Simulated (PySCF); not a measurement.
C3ClF9Ge, SMILES F[C]([Ge]([C](F)(F)F)([C](F)(F)F)[Cl])(F)F, singlet at its PBE0/def2-SVP optimised geometry (Å):

```
14

F     -0.7570     1.7212    -1.2056
C     -0.9383     1.1757     0.0000
F     -2.2360     1.2196     0.2848
F     -0.2881     1.9195     0.8938
Ge    -0.2505    -0.7022     0.0000
Cl    -0.9373    -1.6946     1.7591
C     -0.9383    -1.6773    -1.6054
F     -2.2441    -1.4651    -1.7634
F     -0.3107    -1.2430    -2.7014
F     -0.7381    -2.9875    -1.5038
C      1.7496    -0.7022     0.0000
F      2.2050     0.1355    -0.9346
F      2.2360    -0.3166     1.1755
F      2.2207    -1.9195    -0.2679
```

Level of theory: PBE0/def2-TZVP (PySCF). Cells within 0.4 Å of a nucleus heavier than hydrogen are left out (blank, or x).

Map of the LUMO amplitude (bohr^(-3/2)) on the plane z = 0.6 Å; orbital energy -1.11 eV, overall sign arbitrary:

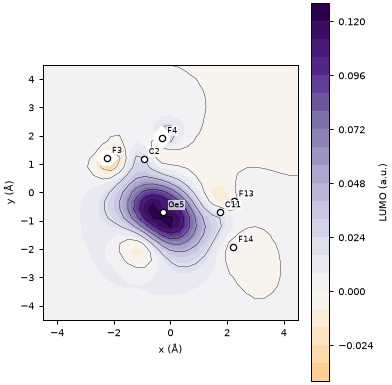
Fig. 1. LUMO amplitude (bohr^(-3/2)) on the plane z = 0.6 Å.
